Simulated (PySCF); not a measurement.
# C$_{4}$H$_{8}$O$_{2}$ (SMILES C[C](C)/[O+]=C\O) (charge +1, doublet): what the fields show

```xyz
14

C    -1.2220   -1.1548    0.1072
C    -0.2703   -0.0647   -0.1765
C    -0.4156    0.9691   -1.2212
O     1.1097   -0.5071   -0.0365
C     1.8253   -0.0493    0.8929
O     1.4372    0.7832    1.7646
H    -2.2466   -0.7585    0.0992
H    -1.0353   -1.6381    1.0783
H    -1.1587   -1.9403   -0.6715
H     0.4894    1.0254    1.6396
H     0.2757    1.8158   -1.0877
H    -0.2212    0.5395   -2.2236
H    -1.4456    1.3516   -1.2167
H     2.8655   -0.3980    0.9557
```

Geometry: PBE0-D3(BJ)/def2-SVP.

Theory: PySCF 2.14.0, density-fitted response routines, DFT single point, gas phase, functional wB97X.

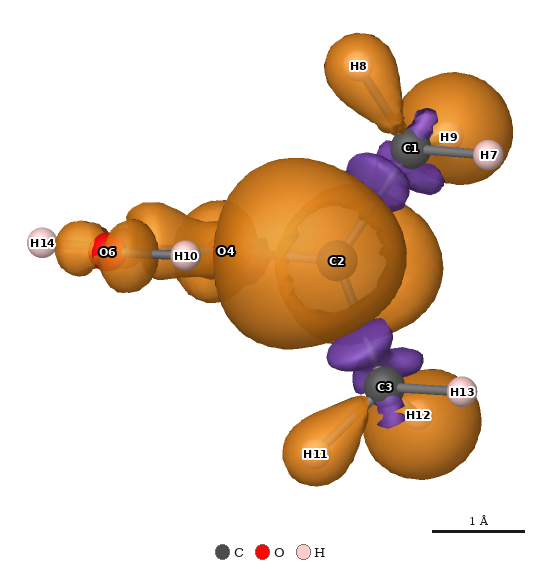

Figure 1. Isosurfaces of the spin density (α minus β) at +0.015 (orange) and −0.015 e/Å³ (purple), seen across its widest extent.

> Describe the spin distribution.

The unpaired spin (1 electron) lies mostly on C2 (about 0.6), in electrons by Hirshfeld's partition.

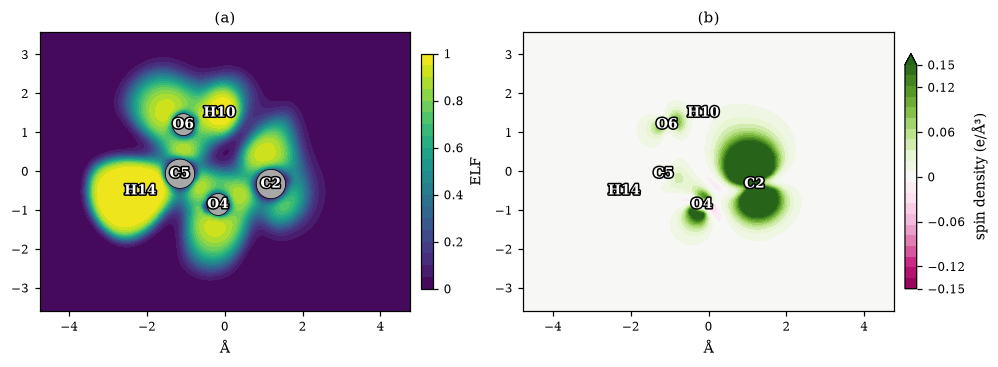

Figure 2. (a) electron localisation function; (b) spin density (α minus β) on the plane of atoms O4, C5 and O6. Grey discs cover the atomic cores in the ELF map.

> Describe what can be read from this map.

The plane passes through C, O and H nuclei. C–O (1.26 Å): the ELF peaks at about 0.90 between the atoms (a polar covalent bond). O–H (0.99 Å): the ELF climbs to about 1 towards the hydrogen, as it does in any bond to H; an ordinary covalent bond to hydrogen. C–O (1.46 Å): the ELF peaks at about 0.90 between the atoms: a shared but strongly polarised pair. C–H (1.10 Å): the ELF is about 1 at the midpoint (an ordinary covalent bond to hydrogen). The ELF also peaks beside O4 and O6, away from the bonds: non-bonding electrons, paired or unpaired.

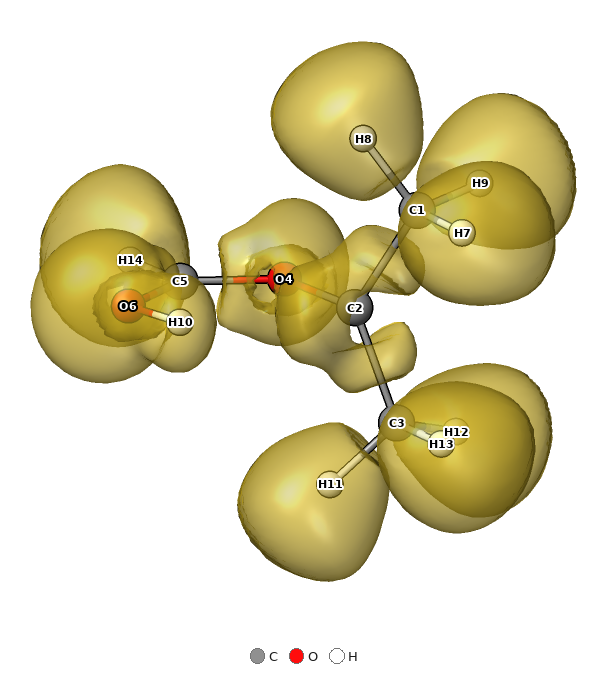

Figure 3. Isosurface of the electron localisation function at 0.75 (yellow), seen at an oblique angle. Only the valence region is drawn (cores and ρ < 0.01 e/Å³ removed).

> Describe the localisation domains.

The surface consists of seven regions around hydrogen nuclei, one region on C in which the atom's valence shell and bonds are merged, one region on O in which the atom's valence shell and bonds are merged and one joined region spread over several atoms (H, O), in which their bonds and any lone pairs are merged. Profiles from the grid: C–C (1.47 Å): the ELF peaks at about 0.95 between the atoms, as expected for localised, covalent bonding.

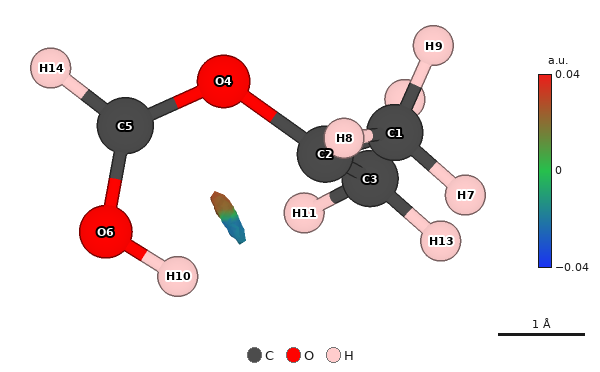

Figure 4. Non-covalent interaction (NCI) plot: the surface where the reduced density gradient is 0.4, for densities under 0.05 a.u., coloured by sign(λ₂)ρ; seen from one side.

> Which non-covalent interactions does the plot reveal?

H10···C2 (2.3 Å): a weak contact, attractive (blue-green) on one side and crowded (olive to red) on the other.
